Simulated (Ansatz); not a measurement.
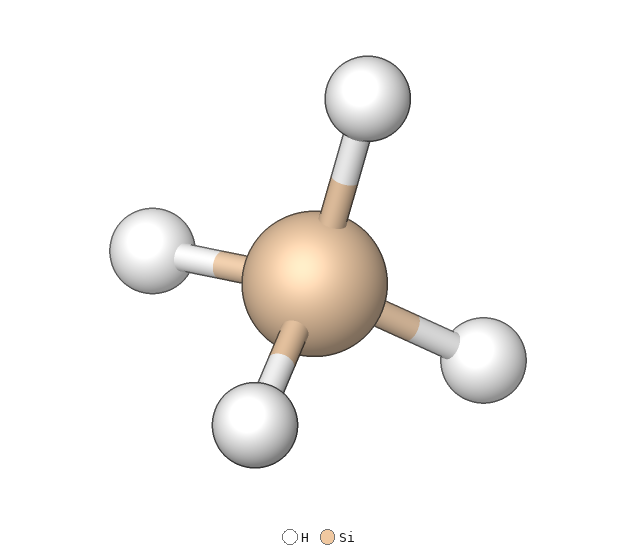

Ball-and-stick drawing of a structure.

Computed geometry: PBE0-D4/def2-TZVP optimisation.

> What is the molecular formula?

SiH₄, 5 atoms: 1 silicon and 4 hydrogen.

> What is the point group of this geometry?

Td.

The parts below concern this one geometry. Atoms keep their numbers from picture to picture.

Geometry

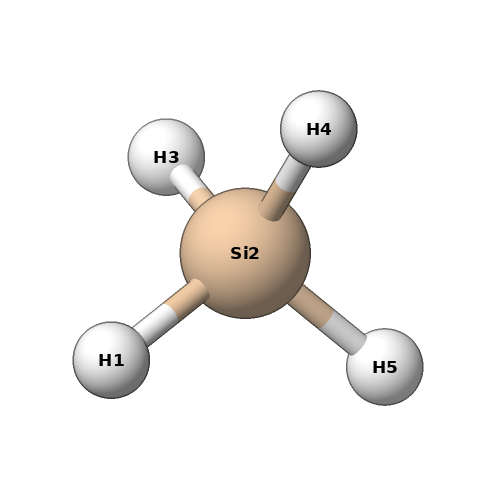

Numbered structure.

Estimate the angles H1–Si2–H3.

| angle | degrees |
| --- | --- |
| H1–Si2–H3 | 109.5 |

Electronic properties

Properties computed with RKS PBE0-D4/def2-TZVPP (Ansatz 0.2.0).

Computed properties:

- HOMO energy (Kohn–Sham orbital): −9.86 eV
- LUMO energy (Kohn–Sham orbital): 1.06 eV
- HOMO–LUMO gap: 10.92 eV

Thermal motion

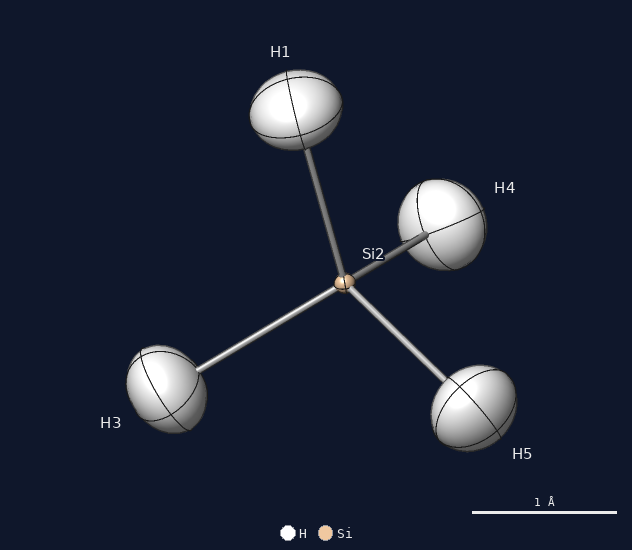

Displacement ellipsoids at the 50 % level, enlarged 2 times, from the internal vibrations of the free molecule (harmonic, no overall translation or rotation; no half-axis is drawn under 0.075 Å). Vibrations computed with RKS PBE0-D4/def2-TZVP (Ansatz 0.2.0). Temperature: 400 K.

> Which atom has the largest mean-square displacement?

H1, H3, H4, H5, with U_eq = 0.0100 Å².

List U_eq and the three principal root-mean-square amplitudes for each kind of atom.

| atom | U_eq (Å²) | rms amplitudes (Å) |
| --- | --- | --- |
| H1, H3, H4, H5 | 0.0100 | 0.085, 0.107, 0.107 |
| Si2 | 0.00007 | 0.008, 0.008, 0.008 |

Vibrations

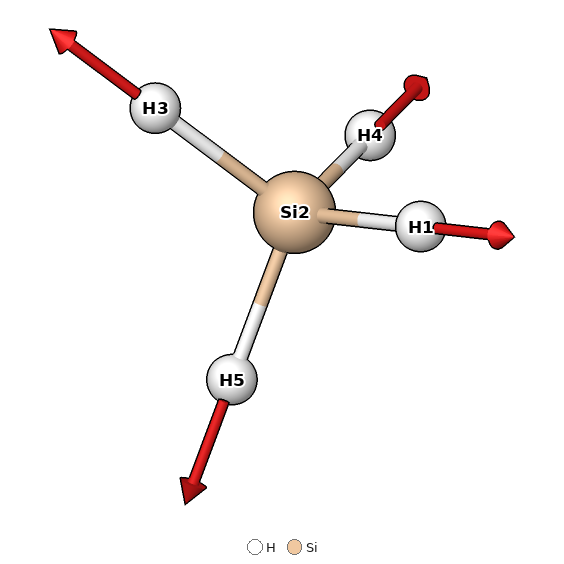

The arrows show one normal mode. Harmonic vibrations computed with RKS PBE0-D4/def2-TZVP (Ansatz 0.2.0) at a stationary point of the same level.

> What kind of motion is it?

Mostly in-phase stretching of 4 Si–H bonds.

> Estimate its harmonic wavenumber.

2236 cm⁻¹; it is mode 6 of 9 counted from the lowest.
